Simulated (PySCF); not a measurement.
# C₄H₈Si: what the fields show

The calculation's input:

```
{"job": {"kind": "uv", "xc": "wB97X-D", "basis": "def2-SVPD", "nstates": 8, "ntriplets": 3}, "charge": 0, "multiplicity": 1}
C      1.927452    -0.199406    -0.519595
C      0.500320    -0.020386    -0.135074
C     -0.182665     1.110340     0.075530
C     -1.581183     0.680656     0.436166
Si    -0.984079    -1.139858     0.232161
H      2.000339    -0.738202    -1.464201
H      2.452709    -0.785024     0.234741
H      2.424792     0.764082    -0.625476
H      0.158416     2.134035     0.010732
H     -2.334895     1.040894    -0.263410
H     -1.884673     0.998956     1.433064
H     -1.560462    -1.894199    -0.880738
H     -0.940460    -1.951401     1.448372
```

Run with:

```sh
OMP_NUM_THREADS=1 python probes_run.py task.json out
```

Geometry: GFN2-xTB.

All numbers below come from wB97X-D/def2-SVPD, SCF density, gas phase in PySCF 2.14.0.

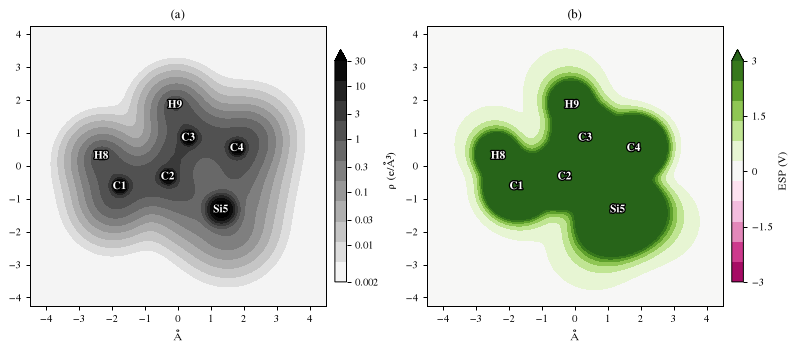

Figure 1. (a) total electron density; (b) electrostatic potential on the plane of atoms C1, C2 and Si5.

Q: Interpret the plot.

A:
- The plane passes through C, Si and H nuclei.
- C–C (1.34 Å): the density is about 2.3 e/Å³ at the midpoint.
- C–Si (1.90 Å): the density is about 0.89 e/Å³ at the midpoint.
- C–H (1.08 Å): the density is about 2 e/Å³ at the midpoint.
- C–C (1.49 Å): the density is about 1.7 e/Å³ at the midpoint.
- The potential has no marked negative region in this plane.

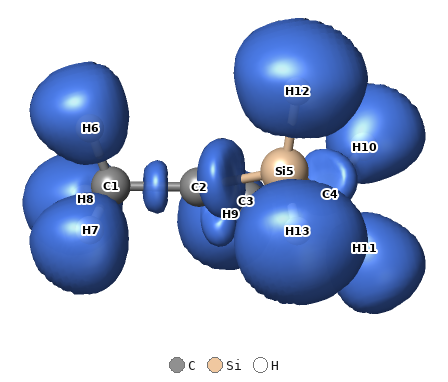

Figure 2. Isosurface of the electron localisation function at 0.85 (blue), seen from one side. Core shells and regions of very low density are left out.

Q: Describe the localisation domains.

A: The surface consists of three regions between bonded C–C atoms (shared pairs), two regions between bonded C–Si atoms (shared pairs) and eight regions around hydrogen nuclei. Along the contacts the grid gives the following. C–C (1.34 Å): the ELF peaks at about 0.90 between the atoms (a short, multiple covalent bond). C–Si (1.90 Å): the ELF peaks at about 0.95 between the atoms, as expected for localised, covalent bonding.

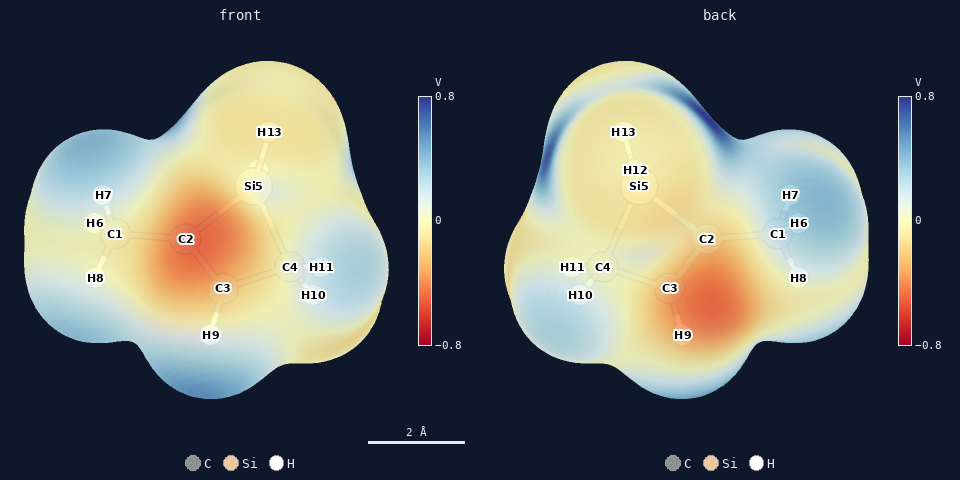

Figure 3. The electrostatic potential painted on the density surface at 0.001 e/bohr³, seen from the front and from behind; red is negative and blue positive.

Q: Where is the surface potential most negative and most positive?

A: The most negative region (about −0.5 V) lies over the π face of C2 and C3, the most positive (about +0.7 V) over Si5.

Q: What dipole moment does the calculation give?

A: Its dipole moment is 0.27 D.
